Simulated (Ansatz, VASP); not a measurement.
# LiSiP in two plane-wave programs

Aim: how closely do two programs agree when they are given the same cell, functional and k mesh? The cell is generated by rule, not measured, and may not be a known phase. The cell comes out of the VASP series on this material, whose earlier steps may have relaxed, scaled or displaced it; both programs get it as it stands.

Method: plane waves, with VASP 6.6.1 beside it; relaxation of cell and atoms at PBE, in Ansatz 0.2.0.

## (1) The starting structure

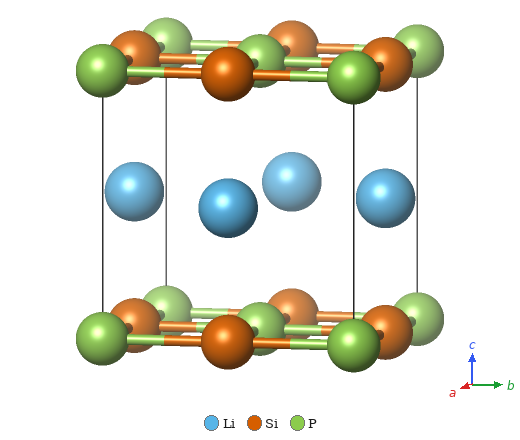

The starting structure, seen slightly off an axis (lithium blue, silicon orange, phosphorus green). This picture shows the conventional cell, with its axes. Some periodic images of atoms are drawn too.

Structure file:

```
Li Si P
1.0
     2.40369   -2.38955    0.00000
     2.40369    2.38955    0.00000
     0.00000    0.00000    4.99842
Li Si P
1 1 1
Direct
  0.50000 0.50000 0.50000
  0.50000 0.50000 0.00000
  0.00000 0.00000 0.00000
```

## (2) VASP: relaxation of cell and atoms, PBE

The relaxed volume is the usual yardstick between codes: its relative difference is about their pressure difference at one cell divided by the bulk modulus.

Lines of VASP's logs that name or quote its potential files are left out, and so is its time.

INCAR

```
SYSTEM = LiSiP
PREC = Accurate
ENCUT = 650
EDIFF = 1E-06
NELM = 100
ISMEAR = -1
SIGMA = 0.05
LREAL = .FALSE.
ALGO = Normal
GGA = PE
LORBIT = 11
LWAVE = .FALSE.
LCHARG = .FALSE.
IBRION = 2
NSW = 60
ISIF = 3
EDIFFG = -0.01
```

POSCAR

```
LiSiP
1.0
    2.4036855295     -2.3895485927      0.0000000000
    2.4036855295      2.3895485927      0.0000000000
    0.0000000000      0.0000000000      4.9984163395
Li Si P
1 1 1
Direct
    0.5000000000      0.5000000000      0.5000000000
    0.5000000000      0.5000000000      0.0000000000
    0.0000000000      0.0000000000      0.0000000000
```

KPOINTS

```
Automatic mesh
0
Gamma
7 7 5
0 0 0
```

The projector-augmented-wave data sets are Li_sv, Si and P (PBE family, release 64).

Run with:

```console
$ mpirun -np 1 vasp_std
```

Numbers of over 12 decimals in the logs are rounded to 6 here.

Output:

```text
[banner, memory and clock lines left out]
running    1 mpi-ranks, on    1 nodes
 distrk:  each k-point on    1 cores,    1 groups
 distr:  one band on    1 cores,    1 groups

 POSCAR found type information on POSCAR LiSiP
 POSCAR found :  3 types and       3 ions
 LDA part: xc-table for (Slater+PW92), standard interpolation
 POSCAR, INCAR and KPOINTS ok, starting setup
 FFT: planning ... GRIDC
 FFT: planning ... GRID_SOFT
 FFT: planning ... GRID
 WAVECAR not read
 entering main loop
       N       E                     dE             d eps       ncg     rms          rms(c)
DAV:   1     0.321979889703E+02    0.32198E+02   -0.58871E+03   960   0.125E+03
DAV:   2    -0.874447073184E+01   -0.40942E+02   -0.39171E+02  1286   0.174E+02
DAV:   3    -0.123533284509E+02   -0.36089E+01   -0.35908E+01  1584   0.410E+01
DAV:   4    -0.125488529654E+02   -0.19552E+00   -0.19527E+00  1438   0.892E+00
DAV:   5    -0.125545686437E+02   -0.57157E-02   -0.57129E-02  1342   0.153E+00    0.514E+00
DAV:   6    -0.123784119928E+02    0.17616E+00   -0.20696E-01  1152   0.206E+00    0.306E+00
DAV:   7    -0.123286018233E+02    0.49810E-01   -0.30189E-01  1242   0.250E+00    0.398E-01
DAV:   8    -0.123311560081E+02   -0.25542E-02   -0.41169E-02  1066   0.114E+00    0.162E-01
DAV:   9    -0.123300023818E+02    0.11536E-02   -0.83468E-03  1094   0.467E-01    0.168E-01
DAV:  10    -0.123304685605E+02   -0.46618E-03   -0.19839E-03  1116   0.252E-01    0.561E-02
DAV:  11    -0.123303972221E+02    0.71338E-04   -0.35688E-04  1110   0.120E-01    0.225E-02
DAV:  12    -0.123303865052E+02    0.10717E-04   -0.71325E-05  1446   0.438E-02    0.682E-03
DAV:  13    -0.123303880992E+02   -0.15940E-05   -0.84048E-06  1218   0.188E-02    0.526E-03
DAV:  14    -0.123303879732E+02    0.12598E-06   -0.59272E-07   632   0.570E-03
   1 F= -.12330388E+02 E0= -.12324427E+02  d E =-.123304E+02
[...]
2 F= -.12331438E+02 E0= -.12325469E+02  d E =-.104969E-02
[...]
3 F= -.12331452E+02 E0= -.12325499E+02  d E =-.106449E-02
 curvature:  -0.57 expect dE=-0.210E-04 dE for cont linesearch -0.208E-09
 trial: gam= 0.01916 g(F)=  0.773E-61 g(S)=  0.371E-04 ort = 0.834E-06 (trialstep = 0.103E+01)
 search vector abs. value=  0.378E-04
 bond charge predicted
       N       E                     dE             d eps       ncg     rms          rms(c)
DAV:   1    -0.123315071694E+02   -0.54594E-04   -0.14777E-03  1032   0.332E-01    0.284E-02
DAV:   2    -0.123314911429E+02    0.16026E-04   -0.63908E-05  1118   0.630E-02    0.156E-02
DAV:   3    -0.123314841588E+02    0.69841E-05   -0.19095E-05  1144   0.258E-02    0.378E-03
DAV:   4    -0.123314838547E+02    0.30412E-06   -0.16795E-06   716   0.897E-03
   4 F= -.12331484E+02 E0= -.12325530E+02  d E =-.313905E-04
 trial-energy change:   -0.000031  1 .order   -0.000031   -0.000038   -0.000025
 step:   2.9573(harm=  2.9573)  dis= 0.00000  next Energy=   -12.331507 (dE=-0.548E-04)
 reached required accuracy - stopping structural energy minimisation
```

From OUTCAR (step 2):

```text
ion  position               nearest neighbor table
   1  0.500  0.500  0.500-   2 2.50   2 2.50
   2  0.500  0.500  0.000-   3 2.39   3 2.39   3 2.40   3 2.40   1 2.50   1 2.50
   3  0.000  0.000  0.000-   2 2.39   2 2.39   2 2.40   2 2.40

  LATTYP: Found a base centered orthorhombic cell.
 ALAT       =     4.7790971854
 B/A-ratio  =     1.0059161537
 C/A-ratio  =     1.0458913359

 Subroutine GETGRP returns: Found  8 space group operations
 (whereof  8 operations were pure point group operations)

The static configuration has the point symmetry D_2h.

 Found     48 irreducible k-points:

   k-points           NKPTS =     48   k-points in BZ     NKDIM =     48   number of bands    NBANDS=     10

   dimension x,y,z NGX =    28 NGY =   28 NGZ =   42
   dimension x,y,z NGXF=    56 NGYF=   56 NGZF=   84

   ENCUT  =  650.0 eV  47.77 Ry    6.91 a.u.   7.05  7.05 10.39*2*pi/ulx,y,z

   NELECT =      12.0000    total number of electrons

 k-points in reciprocal lattice and weights: Automatic mesh
   0.00000000  0.00000000  0.00000000       0.004
   0.14285714  0.00000000  0.00000000       0.016
   0.28571429  0.00000000  0.00000000       0.016
   0.42857143  0.00000000  0.00000000       0.016
   0.14285714  0.14285714  0.00000000       0.008
   0.28571429  0.14285714  0.00000000       0.016
   0.42857143  0.14285714  0.00000000       0.016
  -0.42857143  0.14285714  0.00000000       0.016
  -0.28571429  0.14285714  0.00000000       0.016
[...]
0.42857143  0.42857143  0.40000000       0.016
  -0.42857143  0.42857143  0.40000000       0.016

 average (electrostatic) potential at core
       1 -61.7669       2 -84.8475       3 -84.2374

 E-fermi :   4.4253

 k-point     1 :       0.0000    0.0000    0.0000
  band No.  band energies     occupation
    ...
      2      -8.6948      2.00000
      3       0.0210      2.00000
      4       2.0933      2.00000
      5       2.1372      2.00000
      6       2.9604      2.00000
      7       4.7095      0.00677
      8       7.3321      0.00000
      9       8.1027      0.00000
     10      12.8441      0.00000

 k-point     2 :       0.1429    0.0000    0.0000
  band No.  band energies     occupation
    ...
      2      -8.4590      2.00000
      3       0.0081      2.00000
      4       0.2554      2.00000
      5       2.3308      2.00000
      6       4.1353      1.99396
      7       5.1627      0.00000
      8       7.2680      0.00000
      9       8.6150      0.00000
     10      10.6004      0.00000

 k-point     3 :       0.2857    0.0000    0.0000
  band No.  band energies     occupation
      1     -42.6745      2.00000
      2      -7.7702      2.00000
      3      -2.3908      2.00000
      4       0.9534      2.00000
      5       2.9582      2.00000
      6       4.9481      0.00006
      7       5.4934      0.00000
      8       6.0553      0.00000
      9       8.1857      0.00000
     10       9.3351      0.00000

  Total       -0.0279738      0.0163057      0.0033922      0.0000000      0.0000000      0.0000000
  in kB       -0.7740772      0.4512026      0.0938681      0.0000000      0.0000000      0.0000000
  external PRESSURE =      -0.0763355 kB  Pullay stress =       0.0000000 kB

  energy-cutoff  :      650.00
  volume of cell :       57.90
      direct lattice vectors                 reciprocal lattice vectors
     2.409914471 -2.403671304  0.000000000     0.207476243 -0.208015131  0.000000000
     2.409914471  2.403671304  0.000000000     0.207476243  0.208015131  0.000000000
     0.000000000  0.000000000  4.997717418     0.000000000  0.000000000  0.200091345

 POSITION                                       TOTAL-FORCE (eV/Angst)
 -----------------------------------------------------------------------------------
      2.40991      0.00000      2.49886         0.000000      0.000000      0.000000
      2.40991      0.00000      0.00000         0.000000      0.000000      0.000000
      4.81983      0.00000      0.00000        -0.000000     -0.000000      0.000000
 -----------------------------------------------------------------------------------
    total drift:                                0.000000      0.000000     -0.000000

  FREE ENERGIE OF THE ION-ELECTRON SYSTEM (eV)
  ---------------------------------------------------
  free  energy   TOTEN  =       -12.3314838547 eV

  energy  without entropy=      -12.3195770433  energy(sigma->0) =      -12.32553045

 reached required accuracy - stopping structural energy minimisation

 total charge
# of ion       s       p       d       tot
------------------------------------------
    1        2.020   0.045   0.000   2.065
    2        0.803   0.816   0.000   1.619
    3        1.058   1.391   0.000   2.449
--------------------------------------------------
tot          3.882   2.252   0.000   6.133

[... 3 further parts left out ...]
```

CONTCAR:

```
LiSiP
   1.00000000000000
     2.4099144713588334   -2.4036713035325845    0.0000000000000000
     2.4099144713588334    2.4036713035325845    0.0000000000000000
     0.0000000000000000    0.0000000000000000    4.9977174181491755
  Li              Si              P
     1     1     1
Direct
     0.5000000000000000    0.5000000000000000    0.5000000000000000
     0.5000000000000000    0.5000000000000000    0.0000000000000000
     1.0000000000000000    1.0000000000000000    0.0000000000000000
```

## (3) Ansatz: relaxation of cell and atoms, PBE

Ansatz runs on its default PAW (the set named soft_2) files.

The same cell, functional, mesh and smearing now go to Ansatz, which takes its cutoff from its data sets.

input.yaml

```yaml
crystal:
  lattice:
    - [2.4036855295, -2.3895485927, 0.0]
    - [2.4036855295, 2.3895485927, 0.0]
    - [0.0, 0.0, 4.9984163395]
  atoms:
    - { symbol: Li, position: [0.5, 0.5, 0.5] }
    - { symbol: Si, position: [0.5, 0.5, 0.0] }
    - { symbol: P, position: [0.0, 0.0, 0.0] }
hamiltonian:
  xc: pbe
  pseudopotentials: { kind: paw }
kpoints:
  mp_grid: { grid: [7, 7, 5] }
scf:
  occupations: { method: fermi_dirac, width: 0.05 }
relax:
  f_tol: 0.01
  max_steps: 60
  cell: { stress_tol: 0.05 }
output:
  forces: true
  stress: true
```

Run with:

```console
$ ansatz run input.yaml --threads 4 --pin off --max-ram 9216MiB --backend cpu --events-out ev --progress --plain --runs-dir out
```

Output:

```text
Engine: ansatz 0.2.0, aarch64-unknown-linux-gnu
Pseudopotentials: kind: paw
Pseudopotential: Li, paw, valence charge 3, recommended cutoff 420 eV (normal), Li.paw.azcp
Pseudopotential: Si, paw, valence charge 4, recommended cutoff 420 eV (normal), Si.paw.azcp
Pseudopotential: P, paw, valence charge 5, recommended cutoff 420 eV (normal), P.paw.azcp
Functional definition: PBE
  parameter kappa = 0.804
  parameter beta = 0.066725
  exchange = pbe_x(kappa = kappa, mu = beta*pi^2/3)
  correlation = pbe_c(beta = beta)
Crystal: 3 atoms, lattice volume = 57.419 Å³
Basis set: ecut = 420 eV, 1107 PW (Γ), exchange–correlation on 48×48×72 points (8 copies of the dense FFT grid, shifted against one another)
Bands: 10, of which v1, the nominal top of the filled ones, is band 6 counted from 1 (5 counted from 0)
Symmetry: 8 space group operations
Space group: Cmmm (ITA 65), of the structure as read, at distance tolerance 3.9e-5 Å
k-points: 48 of 245
Non-local potential: Li, projectors of the file, l = 0: 3, l = 1: 2, l = 2: 1
Non-local potential: Si, projectors of the file, l = 0: 2, l = 1: 2, l = 2: 2
Non-local potential: P, projectors of the file, l = 0: 2, l = 1: 2, l = 2: 2
PAW form: soft (Blöchl's): semilocal exchange-correlation on the pseudo side does not see the compensation charge
PAW one-centre angular grid: Li, 110 points (default); XC on 64 Gauss nodes
PAW one-centre angular grid: Si, 110 points (default); XC on 64 Gauss nodes
PAW one-centre angular grid: P, 110 points (default); XC on 64 Gauss nodes
Initial density: superposition of atomic densities (neutral atoms: chi_scale 0, normalization atom), corrected by the library's trained network
Initial wavefunctions: pseudopotential atomic-orbital guess
Functional: x = pbe(κ = 0.804, μ = 0.219515), c = pbe(β = 0.066725)
SCF iter   1: F=—  HF=-1595.814918 eV  |F-HF|=—  |Δ(HF+E_count)|=         —  Δρ=3.04e-3  dr2=1.94e-2  ethr=1.77e-3  ⟨swp⟩=6.3  Hψ=3827  notcnv=0
preconditioner: auto → none  [metal: Δε(μ)=0.006 eV  Ē_g=8.478 eV  σ=0.050 eV  W_gap=0.03  n_scr=6 (ndim 8)  ℏωp=15.5 eV  f_vac=0.000  D(μ)=1.31/eV (n_scr^D=6)  sad-step TF]
SCF iter   2: F=—  HF=-1595.811609 eV  |F-HF|=—  |Δ(HF+E_count)|=   3.31e-3  Δρ=1.90e-3  dr2=9.33e-3  ethr=1.62e-4  ⟨swp⟩=1.8  Hψ=946  notcnv=0
SCF iter   3: F=—  HF=-1595.809958 eV  |F-HF|=—  |Δ(HF+E_count)|=   1.65e-3  Δρ=1.29e-3  dr2=1.99e-3  ethr=7.77e-5  ⟨swp⟩=2.4  Hψ=876  notcnv=0
SCF iter   4: F=—  HF=-1595.809516 eV  |F-HF|=—  |Δ(HF+E_count)|=   4.42e-4  Δρ=2.82e-4  dr2=8.51e-5  ethr=1.66e-5  ⟨swp⟩=2.2  Hψ=685  notcnv=0
SCF iter   5: F=—  HF=-1595.809570 eV  |F-HF|=—  |Δ(HF+E_count)|=   5.40e-5  Δρ=4.37e-5  dr2=2.07e-6  ethr=7.09e-7  ⟨swp⟩=2.5  Hψ=731  notcnv=0
SCF iter   6: F=—  HF=-1595.809571 eV  |F-HF|=—  |Δ(HF+E_count)|=   4.36e-7  Δρ=1.41e-5  dr2=1.10e-7  ethr=1.73e-8  ⟨swp⟩=2.5  Hψ=731  notcnv=0
SCF iter   7: F=-1595.809571 eV  HF=-1595.809571 eV  |F-HF|=3.41e-11  |Δ(HF+E_count)|=   7.55e-8  Δρ=1.54e-6  dr2=1.90e-9  ethr=8.33e-10  ⟨swp⟩=5.0  Hψ=1639  notcnv=0
SCF 1 converged in 7 iterations: F = -1595.809571 eV  dr2 = 1.90e-9
  greatest PAW one-centre occupation: 1.000 electrons in one spin orbital (limit 2), on the Li atom at site 0 (counted from 0), in its partial waves of l = 0
relax step   1: F+E_penalty+E_count = -1595.80957070 eV  Δ(F+E_penalty+E_count) = +0.000e0 eV  max|allowed force component| = 2.126e-30 eV/Å  Δτ_max = 0.0000 Å  P = +0.505 GPa  Ω = 57.419 Å³  (7 SCF iters, dr2 threshold 1.00e-7 eV, accepted)
[...]
relax step   2: F+E_penalty+E_count = -1595.81055044 eV  Δ(F+E_penalty+E_count) = -9.797e-4 eV  max|allowed force component| = 6.574e-32 eV/Å  Δτ_max = 0.0000 Å  P = +0.277 GPa  Ω = 57.669 Å³  energy of the carried Pulay correction = -2.108e-5 eV  (4 SCF iters, dr2 threshold 3.00e-7 eV, accepted)
[...]
relax step   3: F+E_penalty+E_count = -1595.81097238 eV  Δ(F+E_penalty+E_count) = -4.219e-4 eV  max|allowed force component| = 1.085e-30 eV/Å  Δτ_max = 0.0000 Å  P = -0.002 GPa  Ω = 57.990 Å³  energy of the carried Pulay correction = -4.811e-5 eV  (4 SCF iters, dr2 threshold 3.00e-7 eV, accepted)
[...]
relax step   4: F+E_penalty+E_count = -1595.81100314 eV  Δ(F+E_penalty+E_count) = -3.077e-5 eV  max|allowed force component| = 1.085e-30 eV/Å  Δτ_max = 0.0000 Å  P = -0.001 GPa  Ω = 57.988 Å³  energy of the carried Pulay correction = -4.789e-5 eV  (5 SCF iters, dr2 threshold 1.14e-8 eV, accepted)
[...]
relax step   5: F+E_penalty+E_count = -1595.81105392 eV  Δ(F+E_penalty+E_count) = -5.077e-5 eV  max|allowed force component| = 1.019e-30 eV/Å  Δτ_max = 0.0000 Å  P = +0.001 GPa  Ω = 57.988 Å³  stress off target by 2.04e-2 GPa  SCF on the basis re-selected at this cell (its energy is not comparable with the rows above)  (5 SCF iters)
basis re-selected at this cell: Δ(F+E_penalty+E_count) = -5.077e-5 eV, ΔP = +0.002 GPa vs the last step (what re-selecting the basis moved, of the pressure what is left beyond the Pulay correction that the steps carried, after the strain that the cell walked since its last selection, with what the two solves' SCF thresholds leave and, on support functions, any second-order correction that the steps lacked; it is no m [...]
SCF converged after 5 iterations
Free energy (F): -1595.811054 eV
Harris-Foulkes:  -1595.811054 eV  (|F-HF|=2.27e-12)
Internal energy: -1595.799169 eV  (E = F + TS)
E sigma→0 (E₀):  -1595.805112 eV
Entropy (-TS):   -0.011885 eV (-3.962 meV/atom)
Fermi energy:    5.029937 eV
--- Per-component energies (eV) ---
  E_band       = -85.073337
  E_kinetic    = 132.175967
  E_local      = -260.064117  (includes V_loc(G=0)·N_el)
  E_nonlocal   = 26.136658
  E_hartree    = 80.120195
  E_xc         = -127.324019
  E_vxc        = -121.241092  (∫ρ·V_xc dr)
  E_paw        = -1102.702795  (= ΣΔE_a)
  E_vpaw       = -22.321178  (= ΣTr[D̂ρ^β])
  E_aug_tail   = 0.000018  (compensation charges beyond the density's cutoff)
  E_ewald      = -344.141076
  E_smearing   = -0.011885  (= −TS)
  E_closure    = -0.000000  (closes the sum)
  Σ components = -1595.811054   (vs F -1595.811054, Δ=0.00e0)
--- Forces (eV/Å), atoms counted from 1 ---
  atom   1  Li    -0.00000000     0.00000000     0.00000000
  atom   2  Si    -0.00000000    -0.00000000     0.00000000
  atom   3  P      0.00000000     0.00000000     0.00000000
  max |Σ_I F_I| component: 1.68e-30 eV/Å
--- Stress (GPa, compression-positive) ---
       -0.019301       0.000000       0.000000
        0.000000       0.020446      -0.000000
        0.000000      -0.000000       0.001944
  P = ⅓ Tr σ = 0.0010 GPa (0.010 kbar)
--- Relaxed structure (4 steps of the walk, 4 accepted, 1 SCFs on fresh bases) ---
  F+E_penalty+E_count = -1595.81105392 eV   max|allowed force component| = 1.019e-30 eV/Å   (the final SCF, on the basis selected at the relaxed cell)
  cell:  # Å, volume = 57.9877 Å³
    - [2.409292, -2.407143, 0]
    - [2.409292, 2.407143, 0]
    - [0, 0, 4.999362]
  atoms:
    - { symbol: Li, position: [0.5, 0.5, 0.5] }
    - { symbol: Si, position: [0.5, 0.5, 0.0] }
    - { symbol: P, position: [0, 0, 0.0] }
```

Wall time 4.5 s (4 threads of Arm Neoverse N1, shared host); peak memory 0.35 GiB.

## (4) Comparison

Known differences besides the PAW data sets themselves: both relaxations stop at a tolerance, which leaves soft axes loose, and VASP keeps its plane-wave basis; the cutoff is 420 eV in Ansatz and 650 eV in VASP; VASP leaves aspherical gradient terms in its spheres out (LASPH is not set), Ansatz keeps them; Ansatz adds a Pulay correction to the stress that steers its cell, VASP none. Total energies have different zeros and are not compared.

Both answers:

```
                                         quantity  Ansatz   VASP  difference
                                      volume (Å³)   57.99  57.90     +0.15 %
edge a after relaxation, in the typed setting (Å)   3.406  3.404     +0.06 %
edge c after relaxation, in the typed setting (Å)   4.999  4.998     +0.03 %
```

The walks stopped with 0.00 GPa left in Ansatz and -0.01 GPa in VASP; each walk ends within a tolerance, so the volume difference is uncertain by about these residues over the bulk modulus, most in soft cells.

## (5) What came out

| Item | Value |
| --- | --- |
| difference in volume (relaxation of cell and atoms, PBE) | 0.15 % |

The difference in volume is 0.15 % (relaxation of cell and atoms, PBE), within the 1.2 % picked in this series as the mark of a large difference, as far as the stopping tolerances let one tell. How closely two codes agree says nothing of how well the functional describes the real material.

[Lines on the potential files, build, host, timing and source positions are cut from VASP's logs without a mark.]

[Logs are printed without paths, hosts, clocks, repeated set-up lines and the standing remarks that a program may print on its own settings, such as how far it seeks lower states.]

[Hosts, paths, dates, database ids (printed as entryN), source tags and the programs' standing remarks are cut or masked in the printed files.]
